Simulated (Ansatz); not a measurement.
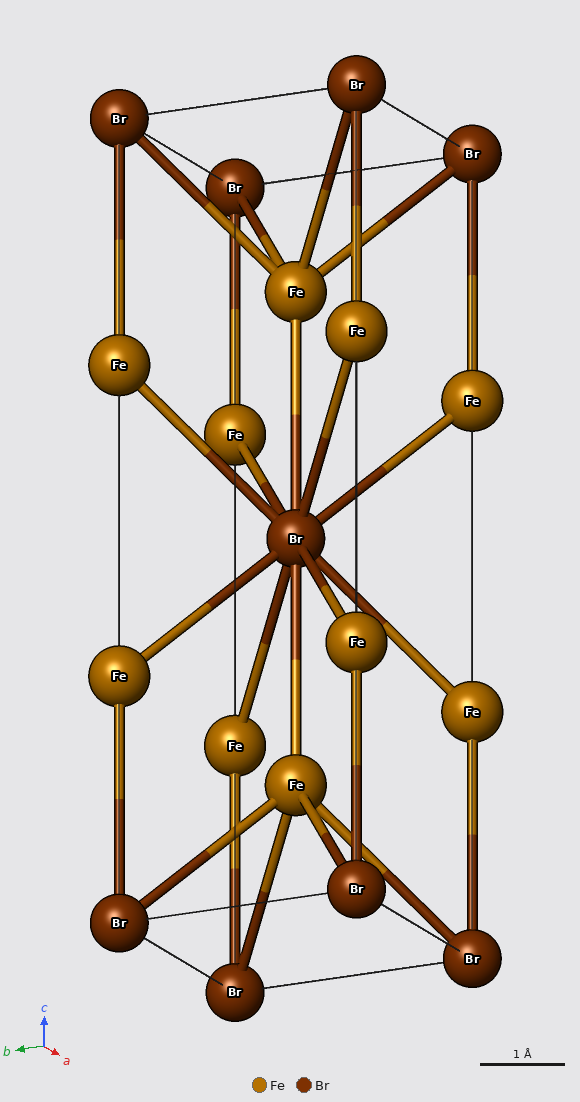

Drawn in the ball-and-stick manner and seen from a general direction. Atoms at the boundary of the conventional unit cell (the box) are drawn once for each face, edge or corner they touch.

The box has a = 3.147 Å, b = 3.147 Å, c = 10.032 Å, α = 90.00°, β = 90.00°, γ = 90.00°.

### Count the atoms and give the formula.

Fe2Br. The cell holds 4 Fe, 2 Br, counting shared atoms by their share.

### Lattice type?

Body-centred tetragonal.

### Which of the 230 space groups is it?

I4/mmm (No. 139), with Fe on 4e and Br on 2a.

### How many neighbours does Br have, and of what kind?

Ten Fe at about 3.0 to 3.1 Å.

### What kind of network do the bonds form?

The bonds build a three-dimensional framework.

Origin of the cell: a textbook structure type filled with these elements (whether it is the usual form wasn't checked). It was relaxed with DFT PBE, scalar-relativistic, plane waves, PAW in Ansatz.
